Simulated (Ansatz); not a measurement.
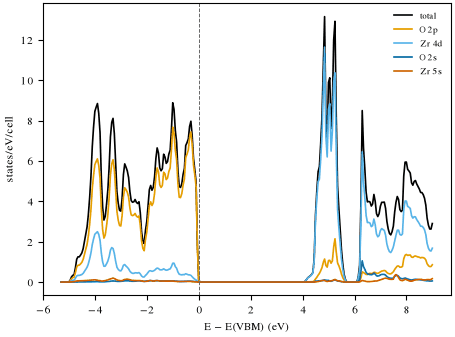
*Total and projected density of states of ZrO$_{2}$ in space group P4_2/nmc (No. 137; Zr on 2a, O on 4d), PBE in the plane-wave PAW code Ansatz*

Q: Which orbitals carry the states next to the gap?

A: Top 1 eV of the valence band: O 2p 91 %, Zr 4d 6 %. Bottom 1 eV of the conduction band: Zr 4d 89 %, O 2p 8 %. Projections are on Löwdin-orthogonalised atomic valence shells; empty p or d shells of many metals are not among them.

Q: Where is the tallest occupied peak in this window, and what makes it?

A: Near -1.0 eV, about 8.9 states/eV per cell; the largest projected share is O 2p.

This is a known high-temperature phase of the composition, computed here at zero pressure and temperature. The PBE relaxation kept the symmetry of its start; whether a distortion lowers the energy is not shown. The run is not spin-polarised. Spin–orbit coupling is left out wherever it is not named.

Potentials: the earlier of the program's two PAW sets.
